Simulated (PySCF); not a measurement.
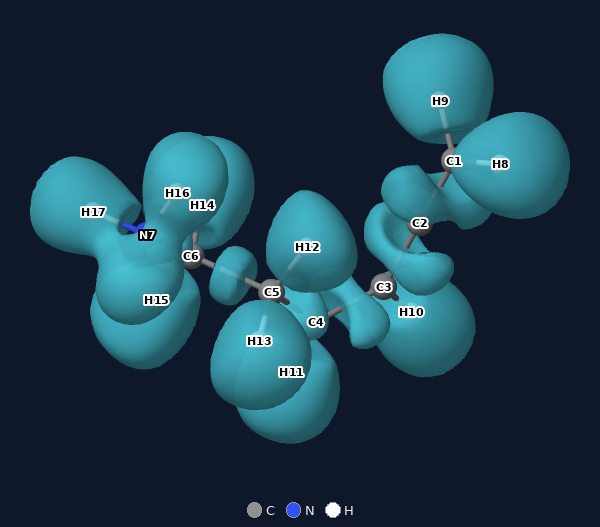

C6H10N (SMILES C=[C]/C=C\CCN) (doublet). Isosurface of the ELF at 0.75 (cyan), seen at a tilt. Only the valence region is drawn (cores and ρ < 0.01 e/Å³ removed).

Geometry: GFN2-xTB.

Method: UKS B3LYP, pcH-1 on C H N, non-relativistic, mean-field spin-orbit, GIAO (PySCF 2.14.0, density-fitted response routines).

```yaml
atoms:
  - { symbol: C, position_ang: [-2.7627, 1.3150, -0.1284] }
  - { symbol: C, position_ang: [-2.2353, 0.1407, -0.0637] }
  - { symbol: C, position_ang: [-1.6908, -1.0838, 0.0190] }
  - { symbol: C, position_ang: [-0.3599, -1.3901, -0.1938] }
  - { symbol: C, position_ang: [0.6747, -0.3785, -0.5283] }
  - { symbol: C, position_ang: [1.6558, -0.1628, 0.6364] }
  - { symbol: N, position_ang: [2.7230, 0.7317, 0.2197] }
  - { symbol: H, position_ang: [-3.1765, 1.7178, -1.0447] }
  - { symbol: H, position_ang: [-2.8323, 1.9704, 0.7314] }
  - { symbol: H, position_ang: [-2.3665, -1.8951, 0.2701] }
  - { symbol: H, position_ang: [-0.0336, -2.4113, -0.0749] }
  - { symbol: H, position_ang: [0.1986, 0.5731, -0.7744] }
  - { symbol: H, position_ang: [1.2642, -0.7055, -1.3896] }
  - { symbol: H, position_ang: [1.0911, 0.2032, 1.5113] }
  - { symbol: H, position_ang: [2.1133, -1.1190, 0.9071] }
  - { symbol: H, position_ang: [2.3420, 1.6410, -0.0223] }
  - { symbol: H, position_ang: [3.3878, 0.8652, 0.9740] }
```

Where are the electrons localised?

Answer. The surface consists of five regions between bonded C–C atoms (shared pairs), eight regions around hydrogen nuclei and one joined region spread over several atoms (H, N), in which their bonds and any lone pairs are merged. Along the contacts the grid gives the following. C–C (1.29 Å): the ELF peaks at about 0.90 between the atoms: a multiple bond. C–N (1.45 Å): the ELF peaks at about 0.95 between the atoms (a shared electron pair).
